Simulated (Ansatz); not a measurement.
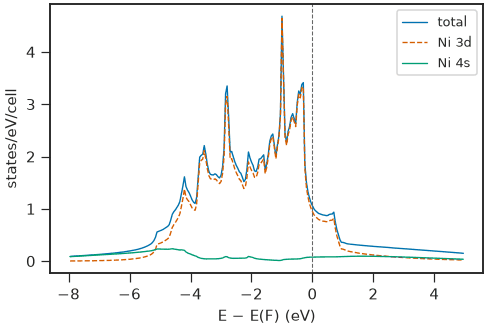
Total and projected density of states of Ni (bcc (W type), Im-3m), r²SCAN (plane waves, PAW; program Ansatz)

Problem. Which orbitals carry the states next to the Fermi level?

Solution. Within 0.5 eV of the Fermi level: Ni 3d 94 %. Projections are on Löwdin-orthogonalised atomic valence shells; empty p or d shells of many metals are not among them.

Problem. Where is the tallest occupied peak in this window, and what makes it?

Solution. Near -1.0 eV, about 4.7 states/eV per cell; the largest projected share is Ni 3d.

A made-up cell: these elements were put on the sites of a structure type; the Crystallography Open Database copy checked does not list it. It is not the phase usual at ambient conditions (space group No. 225). The cell was relaxed with r²SCAN under the symmetry of its start. At this level the phase is mechanically unstable. Magnetic state: ferromagnetic, chosen from 3 collinear starts compared on coarse meshes (ties went to the first, and starts can fall back to one state), not a proven ground state. Other orbital occupations within this spin state were not tried.

Potentials: the later of the program's two PAW sets.
